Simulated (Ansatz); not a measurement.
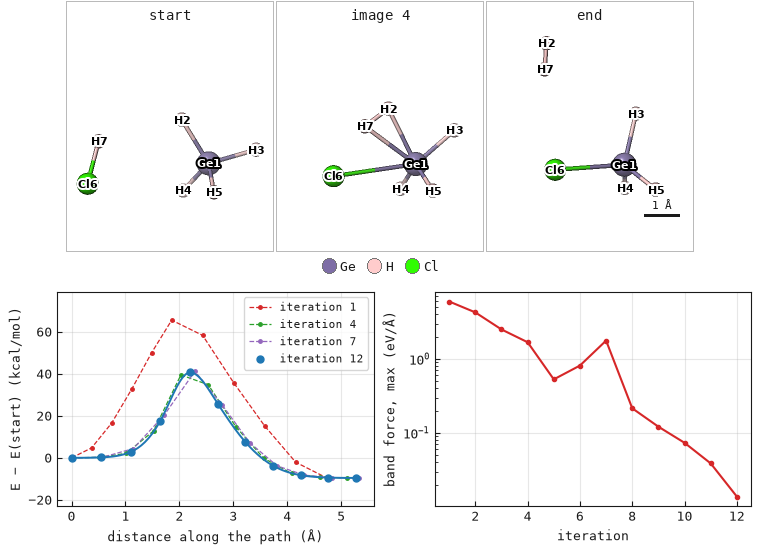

A nudged-elastic-band calculation for GeH$_{5}$Cl, made up at the start of GeH4 and HCl. Images are numbered from 0 (start) to 10 (end). The plot follows the band through its iterations. Style: ball-and-stick. Shown at a tilt.

All numbers below come from Ansatz, RKS PBE0/def2-SVP. Run with 9 movable images; climbing image; force threshold 0.03 eV/Å; iteration limit 60; spring constant 50.0 eV/Å²; starting path through a guess of the saddle point.

Question: Judge this run.

Answer: The run is converged, with reservations. The band converged in 12 iterations. The largest component of the band force went from 6 to 0.014 eV/Å. The climbing image converged on the top of the path. Its curvatures weren't checked. The spring constant is far from the usual few eV/Å², which spoils the spacing or the steps. The first iteration put the highest image at 65.6 kcal/mol. The energy climbs by 40.7 kcal/mol to image 4 and then falls by 50.2 kcal/mol, so the end point sits at −9.6 kcal/mol.

Limits of the set-up: the start holds two separate molecules, 2.7 Å apart at their closest, whose relative position is a soft coordinate and is computed without a dispersion correction.
